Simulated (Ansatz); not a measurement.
System: Al4AsN3.

Input

```
crystal:
  lattice:
    - [-2.3808706432, 2.3808706432, 4.5202561]
    - [2.3808706432, -2.3808706432, 4.5202561]
    - [2.3808706432, 2.3808706432, -4.5202561]
  atoms:
    - { symbol: "N", position: [0.25, 0.75, 0.5] }
    - { symbol: Al, position: [0.8546622929, 0.4255040747, 0.0] }
    - { symbol: "N", position: [0.5, 0.5, 0.0] }
    - { symbol: Al, position: [0.1453377071, 0.1453377071, 0.5708417819] }
    - { symbol: "N", position: [0.75, 0.25, 0.5] }
    - { symbol: Al, position: [0.4255040747, 0.8546622929, 0.0] }
    - { symbol: As, position: [0.0, 0.0, 0.0] }
    - { symbol: Al, position: [0.5744959253, 0.5744959253, 0.4291582181] }
kpoints:
  mp_grid: { grid: [4, 4, 4] }
  band_path:
    path:
      - [0.0, 0.0, 0.0]
      - [0.0, 0.0, 0.5]
      - [0.25, 0.25, 0.25]
      - [0.0, 0.5, 0.0]
      - [0.5, 0.5, -0.5]
      - [0.3193562378, 0.6806437622, -0.3193562378]
      - [-0.3193562378, 0.3193562378, 0.3193562378]
      - [-0.1387124756, 0.1387124756, 0.5]
      - [0.5, 0.5, -0.1387124756]
    npoints: 1
hamiltonian:
  xc: hse06
scf:
  occupations: { method: fixed }
  n_extra_bands: 6
output:
  forces: true
  stress: true
  eigenvalues: true
  write_density: true
  write_potential: true
  elf: true
  volumetric_format: npy
```

Below, planes, directions and counts refer to the conventional cell (a = 4.76 Å, b = 4.76 Å, c = 9.04 Å, α = 90.00°, β = 90.00°, γ = 90.00°).

Space group I-42m; started from the ordered alloy on zincblende lattice prototype, which need not be the ambient phase.

All numbers below come from DFT, HSE06, plane waves, PAW in Ansatz 0.2.0.

> What can the converged valence pseudo-density and electron localisation function tell about the bonding?

Al–N (1.92 Å): ρ is about 0.65 e/Å³ halfway; the ELF peaks at about 0.90 in the valence shell of N, 0.8 Å from its nucleus, and is about 0.85 at the midpoint.
Al–As (2.30 Å): the density is about 0.6 e/Å³ at the midpoint; the ELF peaks at about 0.95 between the atoms, as expected for localised, covalent bonding.

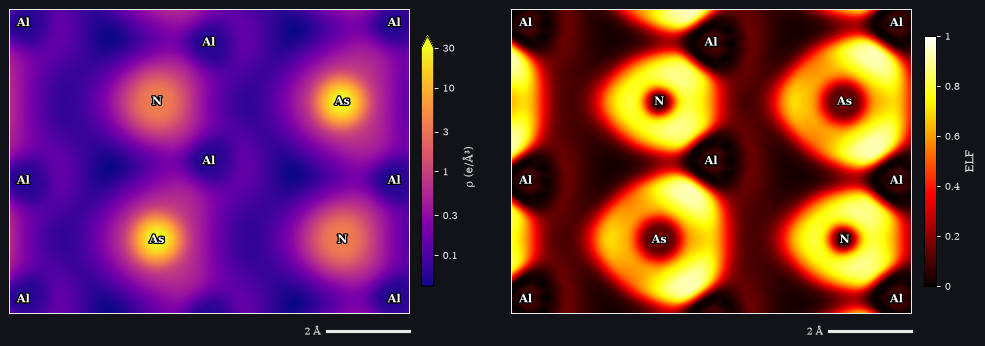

Computed valence pseudo-density and electron localisation function on the (110) plane of the conventional cell, in this order. 

Core electrons are frozen (PAW), and the valence fields are smoothed inside the atomic spheres.
